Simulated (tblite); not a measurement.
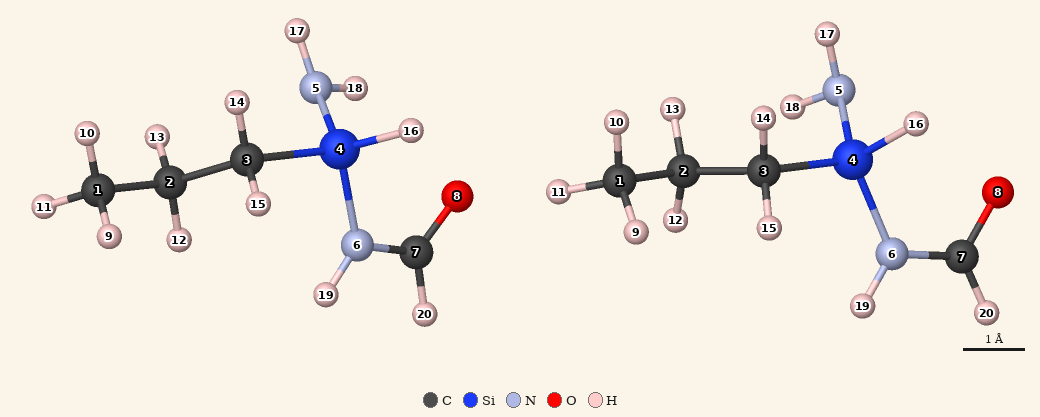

Two geometries of C4H12N2OSi, drawn at one scale. One is the start of a relaxation, the other its converged end. Style: ball-and-stick. Shown at a tilt.

Method: GFN2-xTB geometry optimisation, gas phase (tblite). 

### Which of the two is the end point?

The left one is the relaxed one. The energy falls by 1.261 eV in 184 geometry steps. The largest move after the best rigid fit is that of H18, 1.40 Å. Largest moves by element: H 1.40 Å, C 0.43 Å, O 0.36 Å, N 0.28 Å, Si 0.23 Å. Among the contacts that change: N6–C7 1.436 → 1.337 Å, C7–O8 1.272 → 1.208 Å, C3–Si4 1.838 → 1.898 Å, Si4–N5 1.774 → 1.718 Å. Bond angles that change, for instance: Si4–N5–H17 105.6° → 119.6°, N5–Si4–H16 105.6° → 118.9°, H12–C2–H13 114.9° → 107.4°. Groups turn about C3–Si4 by about 20°.
